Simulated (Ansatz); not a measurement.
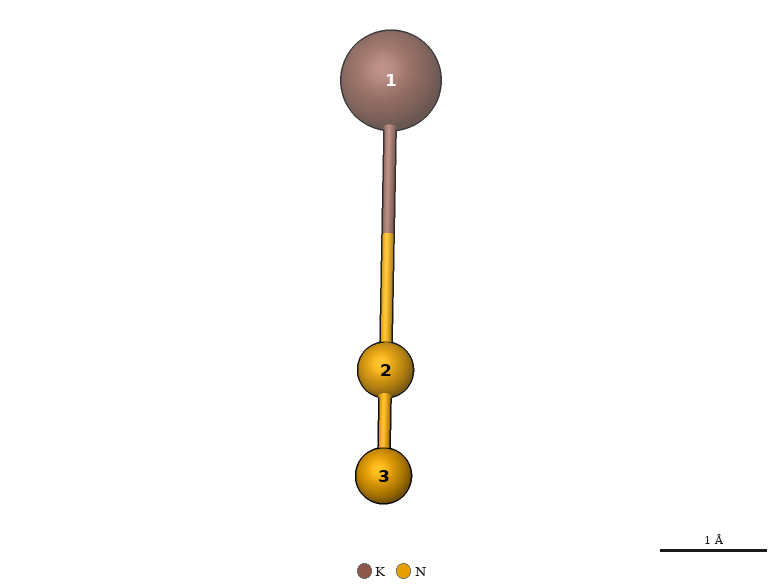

Orthographic view. Depth is shown by fading: the farther an atom, the more it takes the colour of the background. State: charge +1, singlet. The computed structure is the end point of a PBE0-D4/def2-TZVP optimisation.

Write a Z-matrix (Å, degrees) in the order of the atom numbers, with these reference atoms: 2 to 1; 3 to 2, 1.

```
K  
N    1   2.978
N    2   1.089   1   180.0
```
